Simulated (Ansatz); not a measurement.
CH4Ga2 (SMILES [Ga][CH2][GaH2])

Input file:

```
crystal:
  periodic: [false, false, false]
  atoms:
    - symbol: C
      position_ang: [0.652694, -1.199187, -0.819413]
    - symbol: Ga
      position_ang: [-1.351459, -1.547025, -0.502828]
    - symbol: Ga
      position_ang: [1.285227, -0.148380, -2.336804]
    - symbol: H
      position_ang: [0.959202, -0.720446, 0.140467]
    - symbol: H
      position_ang: [1.063975, -2.235174, -0.864414]
    - symbol: H
      position_ang: [1.404816, 1.427706, -2.211101]
    - symbol: H
      position_ang: [1.563212, -0.856836, -3.727799]
basis:
  gaussian:
    orbitals: def2-TZVPD
total_charge: 0
hamiltonian:
  xc: {name: PBE0}
output: {forces: true, orbitals: {seedname: orbitals}}
```

Launched as:

```sh
ansatz run input.yaml --threads 2 --pin off --max-ram 4350MiB --events-out events.jsonl --progress --plain --runs-dir runs
```

Geometry: PBE-D3(BJ)/def2-SVP.

Method: isolated molecule in a Gaussian basis; Kohn-Sham density functional theory, functional PBE0 (Ansatz 0.2.0).

Q: Predict the electron density and electron localisation function between the atoms.

A: C–Ga (1.95 Å): ρ is about 0.77 e/Å³ halfway; the ELF peaks at about 0.90 in the valence shell of C, 0.7 Å from its nucleus, and is about 0.50 at the midpoint.
C–Ga (2.06 Å): ρ at the midpoint is about 0.64 e/Å³; the ELF peaks at about 0.90 in the valence shell of C, 0.6 Å from its nucleus, and is about 0.50 at the midpoint.

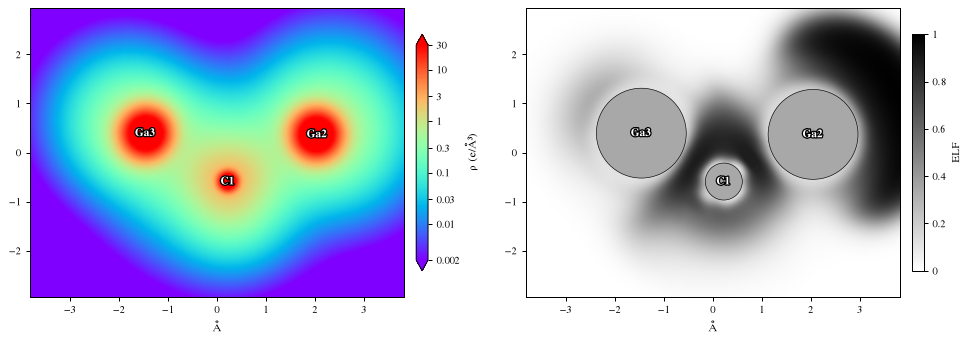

Computed electron density and electron localisation function on the plane of atoms Ga2, C1 and Ga3, in this order. Grey discs cover the atomic cores in the ELF map. 
